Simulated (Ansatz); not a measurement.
## Electronic structure of AlClH2O2···PH3 in real space

Input

```
crystal:
  periodic: [false, false, false]
  atoms:
    - { symbol: Al, position_ang: [-0.004277, -0.353212, -0.002454] }
    - { symbol: Cl, position_ang: [0.003953, -0.943998, 2.117785] }
    - { symbol: O, position_ang: [1.447591, -0.19852, -0.907935] }
    - { symbol: H, position_ang: [2.32343, -0.430382, -0.557258] }
    - { symbol: O, position_ang: [-1.481894, -0.185192, -0.858523] }
    - { symbol: H, position_ang: [-2.329572, -0.27748, -0.39448] }
    - { symbol: P, position_ang: [-0.055677, 2.934019, 1.135659] }
    - { symbol: H, position_ang: [1.09862, 3.067913, 1.992885] }
    - { symbol: H, position_ang: [0.763385, 2.628909, -0.013624] }
    - { symbol: H, position_ang: [-0.187659, 1.551743, 1.500646] }
basis:
  gaussian: { orbitals: def2-SVP }
hamiltonian:
  xc: revpbe
relax:
  f_tol: 0.03
  max_steps: 50
output:
  orbitals: {}
```

Launched as:

```sh
ansatz run input.yaml --threads 2 --pin off --max-ram 3072MiB --backend cpu --events-out ev --progress --plain --runs-dir out
```

The fields are those of the relaxed geometry.

Computed with Ansatz, RKS revPBE/def2-SVP.

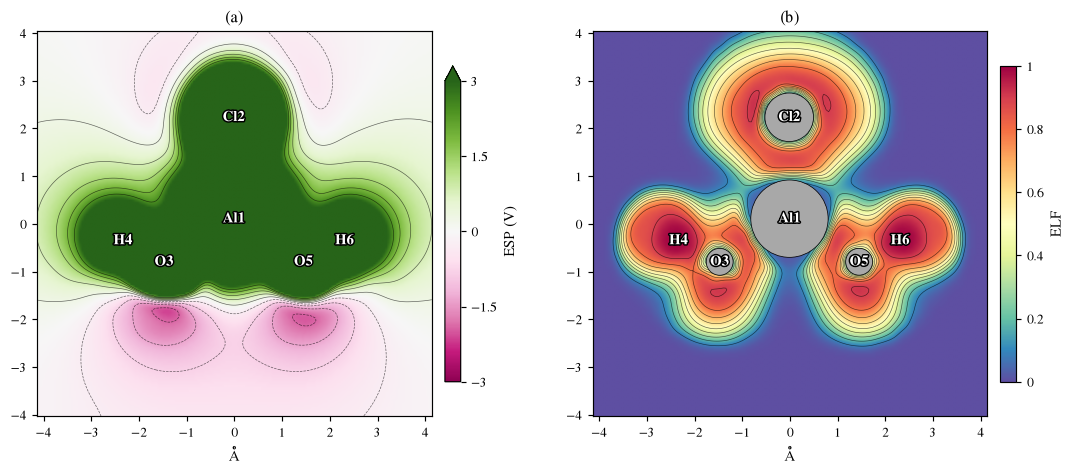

Figure 1. (a) electrostatic potential; (b) electron localisation function on the plane of atoms Al1, O3 and H4. Grey discs cover the atomic cores in the ELF map.

### What does the map show?

- The plane passes through Al, Cl, O and H nuclei.
- Al–O (1.72 Å): the ELF peaks at about 0.90 in the valence shell of O, 0.6 Å from its nucleus, and is about 0.35 at the midpoint.
- Al–Cl (2.13 Å): the ELF peaks at about 0.85 in the valence shell of Cl, 0.9 Å from its nucleus, and is about 0.80 at the midpoint.
- O–H (0.97 Å): the ELF climbs to about 1 towards the hydrogen, as it does in any bond to H; a covalent bond by its length.
- The ELF also peaks beside O3, O5 and Cl2, away from the bonds: lone-pair regions.
- Outside the dense part of the complex the potential is most negative (−2.0 V) near O3.

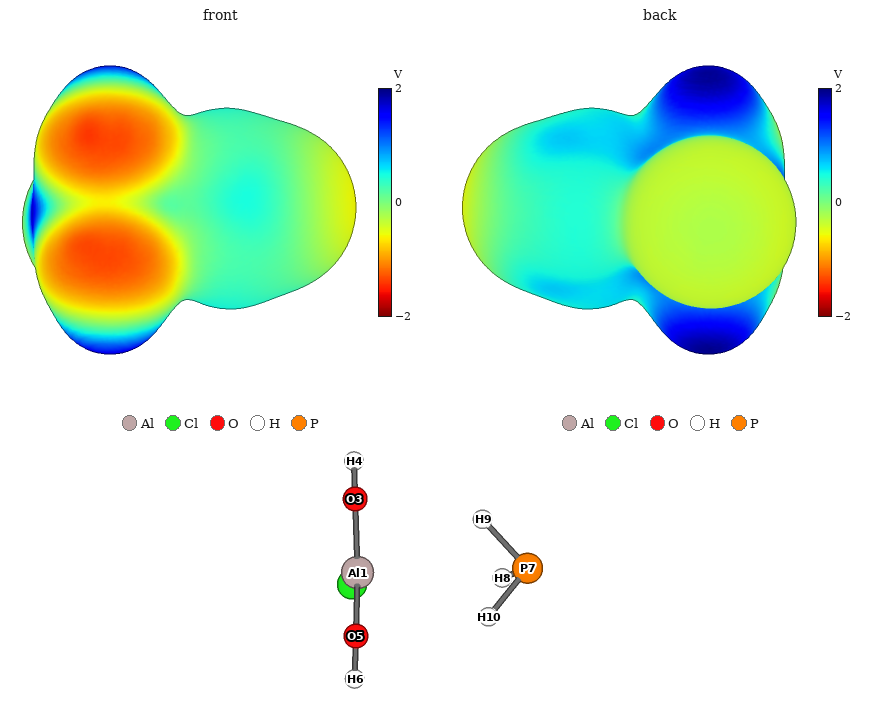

Figure 2. The electrostatic potential painted on the density surface at 0.001 e/bohr³, seen from the front and from behind; red is negative and blue positive. The bare structure is drawn below in the same view.

### Where is the surface potential most negative and most positive?

The most negative region (about −1.3 V) lies over O3 and O5, the most positive (about +1.9 V) over H4 and H6.

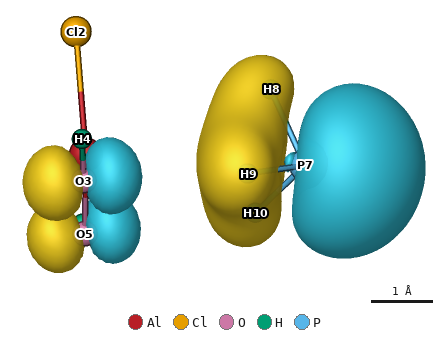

Figure 3. One frontier orbital at ±0.1 Å⁻³ᐟ² (yellow and cyan are the two phases), seen from one side.

### Which orbital is it: HOMO or LUMO?

The HOMO, at −6.83 eV. Its weight (Hirshfeld) is mainly on P7 (about 70 %), O3 (about 10 %) and O5 (about 5 %); largely a lone pair of P7.
